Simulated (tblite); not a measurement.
## Molecular dynamics of Si2PH7 (part 2 of 2)

Continued. System: Si2PH7. Method: GFN2-xTB Langevin dynamics, gas phase (tblite 0.8.0). 

Geometry of the input (Å):
```
Si -1.6968  -0.3274  0.1309
Si 0.3270  0.7580  -0.1981
P  1.9899  -0.4199  0.7432
H  -2.7956  0.4876  -0.3884
H  -1.9801  -0.5912  1.5428
H  -1.7612  -1.6185  -0.5610
H  0.4226  2.0730  0.4502
H  0.6336  1.0077  -1.6167
H  1.8712  -1.5013  -0.1082
H  2.9982  0.1367  -0.0174
```

## Trajectory as extended XYZ, continued
```
10
Properties=species:S:1:pos:R:3:forces:R:3 step=21 time_fs=525.0 energy=-258.75112 temperature=233.6
Si   -1.5277   -0.7276    0.5518   -0.2512   1.9611   0.1806
Si    0.0824    0.6854   -0.3994    0.4043   0.8698   1.1845
P     2.0015    0.3353    0.8439   -1.8631  -0.7254   0.9797
H    -1.8836    0.0144    1.8071    0.0530  -0.1419  -0.3902
H    -1.2790   -2.0048    1.0504    0.5648  -1.6335   0.3395
H    -2.7608   -0.8122   -0.2014   -0.2227   0.0023  -0.3371
H    -0.3171    2.0811    0.1442    0.2308  -0.8127  -0.4221
H     0.5571    0.9970   -1.7479   -0.1701  -0.2239  -0.2030
H     2.4680   -0.6698    0.0862    0.1480  -0.8351  -0.3663
H     2.7992    1.1376    0.2019    1.1061   1.5392  -0.9654
10
Properties=species:S:1:pos:R:3:forces:R:3 step=22 time_fs=550.0 energy=-258.72644 temperature=152.7
Si   -1.4655   -0.7710    0.5513   -0.6498  -0.7555  -0.2820
Si    0.0638    0.6830   -0.3131    0.5004  -1.4187  -1.2253
P     1.9525    0.3651    0.8393    1.1814  -0.2150  -1.2933
H    -1.7402   -0.2817    1.9421   -0.0809  -0.5042  -0.5017
H    -0.8932   -2.1783    0.4210   -0.4318   0.7347   0.3552
H    -2.7365   -0.8180   -0.3097    0.7519   0.0671   0.7369
H    -0.2538    2.0134   -0.0654   -0.4156   1.8369   0.2108
H     0.1508    0.5212   -1.8284    0.1350   0.1789   0.7510
H     2.3605   -0.7660   -0.0330   -0.1884   1.1831   0.8123
H     2.8016    1.3900    0.1782   -0.8022  -1.1074   0.4361
10
Properties=species:S:1:pos:R:3:forces:R:3 step=23 time_fs=575.0 energy=-258.90081 temperature=345.6
Si   -1.4721   -0.8590    0.5504    1.1068   0.2037  -0.0925
Si    0.0445    0.7237   -0.2234   -0.5320   0.8993   0.4352
P     1.9419    0.3339    0.8508    1.2553   0.4118  -0.3601
H    -1.8110   -1.0860    1.9140   -0.1113   0.2148   0.9562
H    -1.0201   -2.1746    0.1862    0.2782  -0.5822  -0.3283
H    -2.6748   -0.6442   -0.1319   -1.3600   0.2442  -0.7296
H    -0.2770    2.2314   -0.1370    0.1655  -0.9465   0.2104
H     0.2687    0.6258   -1.6369    0.0822  -0.1822  -0.7872
H     2.5039   -0.6560   -0.0011   -0.4148   0.5304   0.2843
H     2.6759    1.3997    0.2179   -0.4699  -0.7932   0.4118
10
Properties=species:S:1:pos:R:3:forces:R:3 step=24 time_fs=600.0 energy=-258.84834 temperature=334.1
Si   -1.5067   -0.9970    0.5505    0.2305   1.0216   0.4061
Si    0.0039    0.7361   -0.1254    0.2363  -0.3321   0.4290
P     2.0691    0.3037    0.8861   -2.2609   0.4610   1.7966
H    -1.5434   -1.2892    2.0245   -0.0338   0.1462  -0.6696
H    -1.0124   -2.1671   -0.1263   -0.1140  -0.5467  -0.2031
H    -2.8552   -0.5533    0.1037    0.3573  -0.3181   0.1504
H    -0.4146    2.0325    0.4320    0.1302  -0.0043  -0.1055
H     0.1125    0.9260   -1.6121    0.0833  -0.0473   0.5158
H     2.4124   -0.4842   -0.0760    0.6736  -1.7279  -1.7267
H     2.7974    1.2627    0.3539    0.6975   1.3476  -0.5930
10
Properties=species:S:1:pos:R:3:forces:R:3 step=25 time_fs=625.0 energy=-258.81611 temperature=348.8
Si   -1.4809   -1.0422    0.4409   -1.5438  -1.3717   0.4627
Si   -0.0476    0.6548    0.0540    0.9291   0.1649  -0.1898
P     2.0784    0.3362    0.8367    0.2738   0.1107  -0.9809
H    -1.3013   -1.3007    1.8956    0.1231  -0.3179  -0.3187
H    -1.5055   -2.3891   -0.3723    0.1275   1.2542   0.7009
H    -2.9345   -0.5755    0.5441    0.8134  -0.2271  -0.4292
H    -0.4141    1.8239    0.8311   -0.1035   0.3115   0.2822
H    -0.0827    1.1667   -1.3075    0.1119   0.0340  -0.3782
H     2.6487   -0.5939   -0.0967   -0.5867   0.4924   0.4475
H     2.5681    1.4304    0.0776   -0.1448  -0.4510   0.4035
10
Properties=species:S:1:pos:R:3:forces:R:3 step=26 time_fs=650.0 energy=-258.84202 temperature=435.2
Si   -1.5050   -1.1085    0.4603    1.5755  -0.2460   0.5592
Si   -0.0331    0.6293    0.1788   -0.6171   1.2537   0.1550
P     2.0760    0.3531    0.7282    0.8422  -0.6969  -0.6520
H    -1.1834   -1.9728    1.5986   -0.2302   0.1378   0.0663
H    -1.5579   -1.9625   -0.6642    0.3037  -0.9355  -1.0120
H    -2.7786   -0.5792    0.3038   -1.8098   0.8005   0.3766
H    -0.4590    1.8774    0.9503    0.1868  -0.6257  -0.2963
H     0.0667    1.1607   -1.1880   -0.2315  -0.0731  -0.1430
H     2.1976   -0.7620   -0.1914    0.0989   0.8606   0.6209
H     2.5348    1.3074   -0.2077   -0.1186  -0.4754   0.3253
10
Properties=species:S:1:pos:R:3:forces:R:3 step=27 time_fs=675.0 energy=-258.75726 temperature=303.9
Si   -1.6056   -1.1820    0.4355    0.0948   0.5468  -0.1161
Si   -0.0927    0.7220    0.2330   -0.1938  -1.1522  -0.0463
P     2.1468    0.3411    0.6541   -1.4016  -0.4478   1.2020
H    -1.4149   -2.3164    1.3464    0.1691   0.0784  -0.0288
H    -1.4004   -1.7685   -0.9585   -0.5160   0.2307   0.7383
H    -2.9862   -0.6794    0.9038    0.8751  -0.3183  -0.6394
H    -0.4677    1.8895    1.0107    0.0447   0.2539   0.0725
H    -0.3616    0.9656   -1.2133    0.3065   0.2831   0.2244
H     2.1797   -0.6522   -0.2635    0.1386  -0.4642  -0.4143
H     2.5632    1.2465   -0.2150    0.4827   0.9897  -0.9923
10
Properties=species:S:1:pos:R:3:forces:R:3 step=28 time_fs=700.0 energy=-258.89401 temperature=495.9
Si   -1.6141   -1.0564    0.4207   -1.2146   0.8280  -0.5216
Si   -0.1281    0.7138    0.2851    0.2751  -0.0805   0.3039
P     2.0807    0.3718    0.6449   -0.0412   0.2736   0.6684
H    -1.1045   -2.0248    1.3466    0.0092  -0.4766   0.3701
H    -2.1736   -1.7111   -0.7880    0.5644  -0.0205   0.1103
H    -2.9235   -0.3896    0.7964    0.6699  -0.3238   0.2381
H    -0.4405    1.8890    1.1183   -0.0007  -0.1594   0.1557
H     0.0235    1.3330   -0.9933   -0.2966   0.3123  -0.9791
H     2.3376   -0.4205   -0.4201   -0.0801  -0.5316  -0.4580
H     2.4010    1.4682   -0.1188    0.1148   0.1787   0.1121
10
Properties=species:S:1:pos:R:3:forces:R:3 step=29 time_fs=725.0 energy=-258.75039 temperature=297.3
Si   -1.6458   -0.9416    0.4462    2.2327  -1.3848   0.4682
Si   -0.1156    0.7413    0.2336   -1.0617   1.0306   0.7129
P     1.9929    0.3725    0.7575    0.5012   0.0973  -0.6078
H    -0.9891   -2.0693    1.2380   -0.5522   0.6698  -0.0466
H    -1.7115   -1.6634   -0.7702   -0.4880  -0.3909  -1.0842
H    -2.8695   -0.5243    0.9688   -1.3108   0.3197   0.5163
H    -0.5312    1.5407    1.4848    0.3407  -0.0304  -0.7942
H    -0.4918    1.5233   -0.9920    0.4127  -0.0794   0.4012
H     2.3040   -0.2505   -0.4429    0.0040  -0.2623   0.1445
H     2.4722    1.5546    0.1974   -0.0785   0.0304   0.2897
10
Properties=species:S:1:pos:R:3:forces:R:3 step=30 time_fs=750.0 energy=-258.72934 temperature=280.9
Si   -1.7115   -1.0448    0.4793   -1.0005   1.1241  -0.7930
Si   -0.2271    0.8303    0.2008    0.6951  -1.3291  -0.6321
P     1.9703    0.4088    0.8113   -0.6466   1.1122   0.7935
H    -1.3980   -2.0907    1.4199    0.4469  -0.5120  -0.0727
H    -2.1774   -1.5012   -0.9781    0.4711   0.2713   1.4922
H    -2.9324   -0.5137    1.2446    0.5626  -0.1341  -0.7036
H    -0.3933    2.0034    0.9858   -0.3280   0.7388   0.6617
H    -0.1906    1.3748   -1.1800   -0.0751  -0.1833   0.0925
H     2.4450   -0.3202   -0.1909    0.1717  -0.8075  -1.0638
H     2.5279    1.5607    0.2409   -0.2970  -0.2804   0.2252
10
Properties=species:S:1:pos:R:3:forces:R:3 step=31 time_fs=775.0 energy=-258.82675 temperature=401.7
Si   -1.7621   -0.9932    0.4832    0.8470  -0.2613   0.1161
Si   -0.2649    0.7683    0.1792   -0.7210   0.6119   0.0959
P     1.8671    0.4865    0.8830   -0.7261   0.4734   0.3236
H    -1.1597   -2.1658    1.1548   -0.1778   0.3039   0.1982
H    -2.2715   -1.6435   -0.6975   -0.0483  -0.0979  -0.6660
H    -2.9743   -0.4589    1.0203   -0.5086   0.1700   0.5818
H    -0.8153    2.1707    0.5705    0.4749  -0.9879  -0.2012
H    -0.1353    0.8164   -1.2945   -0.0134   0.2469   0.0215
H     1.9925   -0.1019   -0.3421    0.6260  -0.0289  -0.3531
H     2.1149    1.7998    0.4651    0.2474  -0.4302  -0.1167
10
Properties=species:S:1:pos:R:3:forces:R:3 step=32 time_fs=800.0 energy=-258.86913 temperature=385.2
Si   -1.8056   -0.9521    0.4784    0.3808  -0.7054   0.7014
Si   -0.3399    0.7298    0.1108    0.0079   0.7528  -0.7444
P     1.6941    0.5904    0.9061    0.9543  -1.0141   0.8472
H    -1.1093   -2.0353    1.1962   -0.0833  -0.0777  -0.1953
H    -2.1431   -1.3689   -0.8586   -0.4396  -0.3182  -0.2805
H    -2.9242   -0.6969    1.3758   -0.2072   0.1717  -0.1943
H    -0.7284    1.8896    0.8859   -0.2205   0.4659   0.1319
H    -0.3273    1.1410   -1.3080   -0.0192   0.0416   0.0672
H     2.5797    0.2032   -0.0801   -0.3778  -0.0565  -0.1801
H     2.0930    1.8726    0.8134    0.0045   0.7399  -0.1533
10
Properties=species:S:1:pos:R:3:forces:R:3 step=33 time_fs=825.0 energy=-258.77133 temperature=379.3
Si   -1.9154   -1.0489    0.4217   -1.3946   0.8767  -0.7831
Si   -0.4525    0.8205    0.0257   -0.8947   0.1630   1.5152
P     1.6207    0.6213    0.9200   -0.0600   0.4207  -1.0920
H    -1.5515   -2.3742    0.9166    0.1946   0.1081  -0.0325
H    -2.7906   -1.2481   -0.8483    0.9131  -0.0256   0.6839
H    -3.0762   -0.5561    1.2595    0.7491  -0.2062  -0.0639
H    -0.9353    2.1137    0.7609    0.1723  -0.9383  -0.3746
H    -0.5101    1.3109   -1.3269    0.1745   0.0122  -0.6506
H     2.1569    0.5138   -0.3792    0.0217  -0.2270   0.5167
H     1.7548    2.0040    0.8113    0.1242  -0.1836   0.2810
10
Properties=species:S:1:pos:R:3:forces:R:3 step=34 time_fs=850.0 energy=-258.86077 temperature=346.3
Si   -2.0140   -0.9951    0.2566    0.8032  -0.2447   0.9258
Si   -0.6001    0.7880    0.0159    0.8994   0.1943  -0.8266
P     1.4968    0.6799    0.8661   -0.2204  -0.1944   1.1554
H    -1.5073   -2.3605    0.3118    0.2126  -0.0848   0.0296
H    -2.9000   -1.0175   -0.8388   -0.9140   0.0883  -0.8423
H    -2.6500   -0.7709    1.5374   -0.4290  -0.0649   0.2347
H    -1.1326    2.0493    0.5334   -0.0718   0.0875  -0.1333
H    -0.2768    0.8385   -1.4492   -0.2552   0.2971   0.3503
H     2.2607    0.9036   -0.2014    0.3739  -0.2166  -1.2210
H     1.7288    2.0017    1.1599   -0.3986   0.1382   0.3274
10
Properties=species:S:1:pos:R:3:forces:R:3 step=35 time_fs=875.0 energy=-258.76105 temperature=356.6
Si   -2.1077   -0.9441    0.2504   -0.2713  -0.4957  -0.0215
Si   -0.6367    0.8131   -0.0922   -1.2102   0.3253  -0.2597
P     1.3729    0.6897    0.8271    0.2816   1.3465  -0.3784
H    -1.2757   -2.0872   -0.2555   -0.5698   0.2048   0.0488
H    -3.3301   -0.6316   -0.6248    0.8163  -0.3972   0.6735
H    -2.5511   -1.4343    1.6208    0.1702   0.4685  -0.7803
H    -1.3015    2.1324    0.0631    0.1131  -0.0457   0.4385
H    -0.4528    1.0088   -1.5282    0.2235  -0.2916  -0.3926
H     1.8329    1.3605   -0.3319    0.2341  -0.5262   0.4539
H     1.1528    1.9747    1.3677    0.2126  -0.5888   0.2178
10
Properties=species:S:1:pos:R:3:forces:R:3 step=36 time_fs=900.0 energy=-258.85799 temperature=408.5
Si   -2.1143   -0.9157    0.1788   -1.3241  -0.4719   0.8209
Si   -0.7396    0.8907   -0.2263    0.5956   0.3256   0.1479
P     1.2577    0.7516    0.8570    0.2936  -0.6030   0.0585
H    -1.9317   -2.1656   -0.5734    0.2933   0.1383   0.0591
H    -3.6194   -0.7525   -0.0278    0.8302   0.2512  -0.0576
H    -2.1458   -1.2458    1.6517    0.2284   0.0490  -0.6111
H    -1.2868    2.1806    0.2555   -0.0626  -0.1353  -0.3920
H    -0.2183    0.8334   -1.6118   -0.2536   0.2705   0.1065
H     2.0461    1.7064    0.2718   -0.1136   0.0726  -0.5221
H     1.1475    1.5977    1.9163   -0.4872   0.1031   0.3899
10
Properties=species:S:1:pos:R:3:forces:R:3 step=37 time_fs=925.0 energy=-258.80800 temperature=466.6
Si   -2.1679   -0.8582    0.1564    2.8945  -0.2952  -0.9763
Si   -0.7413    0.9758   -0.3574    0.3193  -0.3353   0.1366
P     1.1919    0.8075    0.9501   -0.9606   0.4760  -0.8390
H    -1.8951   -1.8337   -0.9359   -0.3707   0.1460   0.3525
H    -3.4622   -0.3800    0.1793   -1.9478   0.4378   0.1294
H    -1.6363   -1.4241    1.3827   -0.2240  -0.1700   0.2717
H    -1.5518    2.1629   -0.0702    0.0162   0.2933   0.3162
H    -0.2467    1.4454   -1.6754    0.0114  -0.4016   0.0829
H     1.5088    2.0946    0.5435    0.2606  -0.1210   0.0579
H     0.4415    1.3332    1.9666    0.0012  -0.0299   0.4682
10
Properties=species:S:1:pos:R:3:forces:R:3 step=38 time_fs=950.0 energy=-258.69832 temperature=361.8
Si   -2.1789   -0.7875    0.0538   -0.9680  -0.5417   1.5420
Si   -0.7969    1.0769   -0.3606   -0.8667   0.1108   1.0866
P     1.0279    0.9238    0.9193    1.1554   0.0304   0.0131
H    -2.5463   -1.7139   -1.0440    0.1255   0.3849   0.1042
H    -3.5696   -0.3386    0.7205    1.2723  -0.3290  -0.7473
H    -1.6892   -1.7902    1.1464   -0.1883   0.8363  -0.8350
H    -1.4328    2.3282    0.1891    0.0433  -0.3434  -0.5717
H    -0.5180    1.0912   -1.7831    0.2954   0.2844  -0.2049
H     1.5960    2.2424    0.9310   -0.7372  -0.7344   0.0624
H     0.5106    0.9584    2.2169   -0.1317   0.3016  -0.4495
10
Properties=species:S:1:pos:R:3:forces:R:3 step=39 time_fs=975.0 energy=-258.72753 temperature=488.3
Si   -2.2258   -0.7547    0.0693    1.6338   1.2782  -1.2173
Si   -0.8767    1.1626   -0.2422   -0.1242  -0.8446  -1.0548
P     1.0009    0.9958    0.8835   -0.1686  -0.2063   0.7991
H    -2.6428   -1.0758   -1.2581   -0.3122  -0.3240  -0.5572
H    -3.2954   -0.5050    0.9005   -1.8003   0.3763   1.2656
H    -1.4497   -1.7732    0.6571    0.6352  -0.9820   0.4284
H    -1.4770    2.4720   -0.3853   -0.2976   0.4156   0.3700
H    -0.1138    1.1674   -1.4986   -0.3003  -0.1411  -0.5454
H     1.0623    2.3646    0.9277    0.1690   0.1576   0.3697
H     0.2285    0.8378    2.0358    0.5652   0.2703   0.1418
10
Properties=species:S:1:pos:R:3:forces:R:3 step=40 time_fs=1000.0 energy=-258.76451 temperature=525.1
Si   -2.2137   -0.6988    0.1618   -0.8034  -0.3410   0.2662
Si   -0.9509    1.2166   -0.2805   -0.2047  -0.2536   1.0758
P     0.9627    1.1115    0.9551    0.4047  -1.0446  -1.4801
H    -3.2377   -0.9011   -0.9099    0.2781   0.1469   0.3269
H    -3.1233   -0.6633    1.4664    1.0417  -0.1381  -1.1069
H    -1.3435   -1.9044   -0.0254   -0.3698   0.3587   0.4058
H    -1.7263    2.3934    0.1641    0.1565   0.0479  -0.3031
H    -0.5713    1.2226   -1.6933    0.1621   0.2627   0.0824
H     1.3293    2.3988    1.0499   -0.0496   0.7876   0.1676
H     0.6871    0.9433    2.2620   -0.6158   0.1735   0.5655
```

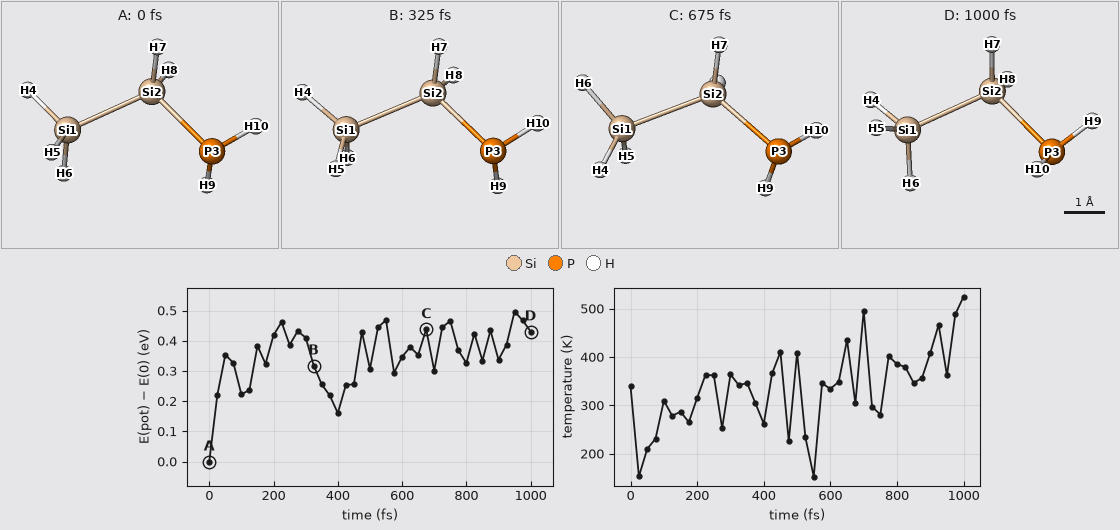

*Frames of the molecular dynamics (ball-and-stick, seen on its broad side) above the curves, on which the letters mark them.*

The trajectory kept here has 41 frames over 1000 fs. The temperature starts at 339 K, ranges from 153 to 525 K and averages 369 K over the second half. The potential energy ends 0.431 eV above its first value. After an unweighted best fit of the last frame on the first, the root-mean-square displacement is 0.96 Å, and H9 has moved furthest (1.99 Å).
